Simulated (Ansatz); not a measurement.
CdSe (wurtzite), scan of one atom of the cell

Starting cell, CdSe (wurtzite):

```yaml
crystal:
  lattice:
    - [4.33999, 0.00000, 0.00000]
    - [-2.17000, 3.75854, 0.00000]
    - [0.00000, 0.00000, 7.07803]
  atoms:
    - { symbol: Cd, position: [0.66667, 0.33333, 0.00056] }
    - { symbol: Cd, position: [0.33333, 0.66667, 0.50056] }
    - { symbol: Se, position: [0.66667, 0.33333, 0.62464] }
    - { symbol: Se, position: [0.33333, 0.66667, 0.12464] }
```

In each cell atom 4 (Se, nearest neighbour Cd at 2.655 Å; its periodic images, 4.3 Å or more away, move with it) moves by s·(0.000, 0.000, 1.000) (along Cartesian z), the rest being held.

Calculation: r2SCAN (plane waves to 500 eV, PAW, scalar-relativistic; Ansatz, a quantum-chemistry and plane-wave program). k mesh 7×7×4 (Γ-centred), Fermi-Dirac smearing 0.05 eV. Energies are smeared free energies. Left out: 1 of 11 points, with atoms too close for the PAW data. F∥ is the force on the atom along that direction. CdSe was relaxed with its symmetry unable to fall. The zero of ΔE is the undisplaced structure.

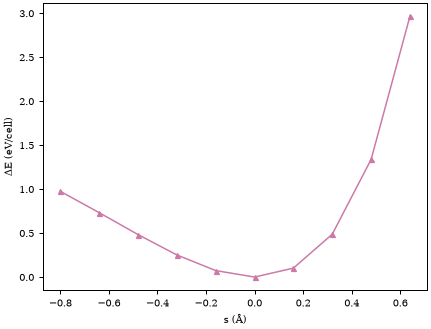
Fig. 1. ΔE (eV/cell) against s (Å); markers are the computed points, lines only join them.

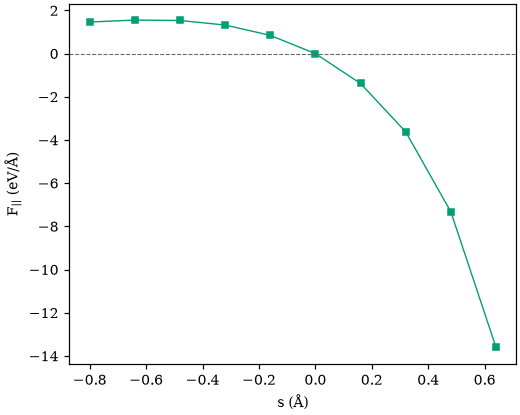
Fig. 1. F∥ (eV/Å) against s (Å); markers are the computed points, lines only join them.

The energy at s = 0.640 Å is 2966 meV/cell and the force along the line at s = -0.800 Å is 1.46 eV/Å. The force constant k = d²E/ds² at s = 0 (finite differences) is 6.71 eV/Å². Shape of the curve: a single well with its minimum at or next to zero displacement. Symmetry of the curve: not even: the positive side lies higher at ±0.640 Å.

The forces along the line at the two nearest points give (0.846 − (-1.382)) / (2·0.160) = 6.96 eV/Å²; the next pair corrects for the finite step.

(For displaced atoms, the force is minus the slope of the energy, and its curvature is a force constant, which sets phonon frequencies.)
